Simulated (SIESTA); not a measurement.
Band structure of Co (P6_3/mmc, 2 atoms in the cell).

```xyz
2
Lattice="1.2550 -2.1737 0.0000 1.2550 2.1737 0.0000 0.0000 0.0000 4.0700" Properties=species:S:1:pos:R:3 pbc="T T T"
Co     1.2550     0.7246     1.0175
Co     1.2550    -0.7246     3.0525
```
Moments meant for the start (each program seeds them in its own way; μB, in the order of the atoms Co Co): 2.0 2.0.

Method of the run: GGA PBE, numerical atomic orbitals DZP, PseudoDojo PBE standard norm-conserving potentials (rewritten from UPF to PSML) (SIESTA).

Settings: XC.functional = GGA; XC.authors = PBE; potentials = PseudoDojo PBE standard; PAO.BasisSize = DZP; PAO.EnergyShift = 0.01 Ry; MeshCutoff = 400 Ry; kgrid.MonkhorstPack = 13 13 7; OccupationFunction = FD; ElectronicTemperature = 0.136 eV; Spin = polarized; DM.InitSpin = [1 +2.00, 2 +2.00]; MaxSCFIterations = 150; SCF.Mixer.Method = Broyden; SCF.Mixer.Weight = 0.1.

The starting cell has typed, rounded lattice constants, without a prior relaxation at this level. The magnetic order is the one reached from the typed start; others were not searched systematically. Values carry the incompleteness of an atom-centred basis.

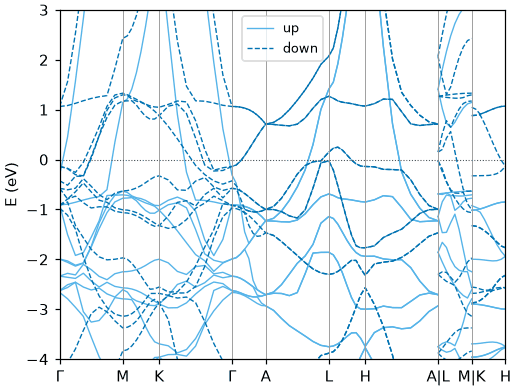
Figure: Bands along the path, energies from the Fermi level.

Levels in eV from the Fermi level, bands 15 to 20 of the first spin channel:
| point | 15 | 16 | 17 | 18 | 19 | 20 |
|---|---|---|---|---|---|---|
| Γ | -2.34 | -1.99 | -1.99 | -0.91 | -0.91 | -0.31 |
| M | -2.25 | -0.78 | -0.71 | -0.63 | 1.14 | 3.13 |
| K | -2.00 | -1.02 | -1.02 | -0.92 | 4.31 | 5.25 |
| A | -2.71 | -2.71 | -1.23 | -1.23 | -1.23 | -1.23 |
| L | -1.14 | -1.14 | -0.69 | -0.69 | 1.41 | 1.41 |
| H | -1.94 | -1.94 | -0.85 | -0.85 | 5.50 | 5.50 |

Bands cross the Fermi level along this path, so the cell is metallic at this level.

Higher empty bands are left out: an atom-centred basis made for the valence describes them poorly.

The net moment of the cell came out as 3.26 μB.
